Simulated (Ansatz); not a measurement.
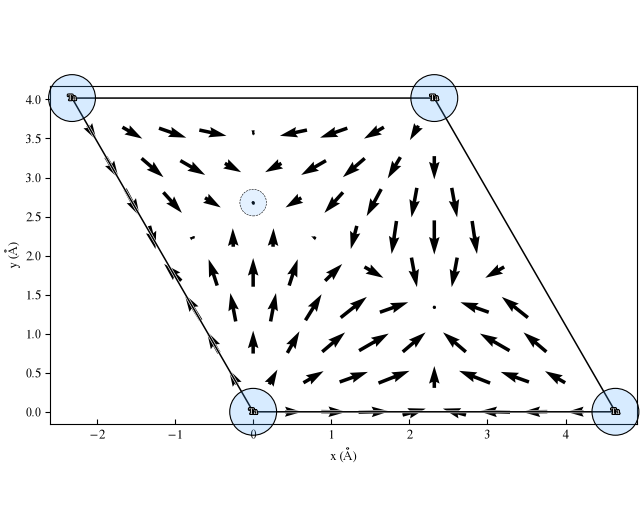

Na on a Ta(111) slab cut from the Im-3m phase, its upper half relaxed before the scan (6 atoms of substrate and one adsorbate in a 1 × 1 cell). Na is moved over the surface cell; relaxed at each place: the height of the adsorbate's atoms; substrate rigid; the origin of the map has the adsorbate above Ta6. Places are given modulo a cell vector. The map is drawn in real space over the plane of the surface. The grid has 9 × 9 points; 19 points were computed and 62 follow by symmetry. With one adsorbate in each 1 × 1 cell, its nearest image is 4.6 Å away, so neighbouring adsorbates interact. Theory: DFT PBEsol, scalar-relativistic, plane waves, PAW in Ansatz. Settings: cutoff 420 eV, k-mesh 6×6×1, gaussian smearing 0.1 eV, no spin polarisation.

In the figure: dots at the grid points, arrows along the force (downhill), their lengths compressed, labelled circles for the atoms of the top layer and small ones for the second layer, the outline of one cell of the plane.

The arrows alone are given. Where are the wells?

Answer. The arrows converge at a threefold hollow over a third-layer Ta atom, (6/9, 3/9) of the cell vectors; a threefold hollow over a second-layer Ta atom, (3/9, 6/9) of the cell vectors (0.24 eV up) (read from the interpolated surface).

The energy map of the same scan:

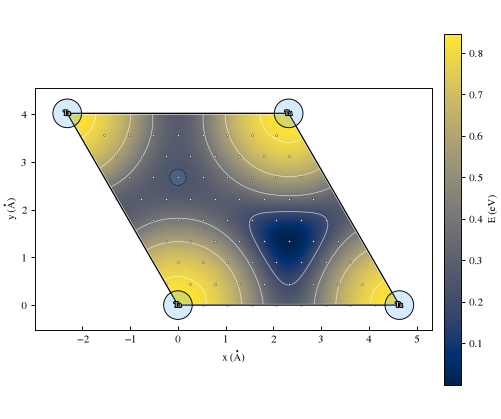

Energies are in eV, from the lowest grid point; between grid points the surface is interpolated.

PAW datasets: the set soft_1.
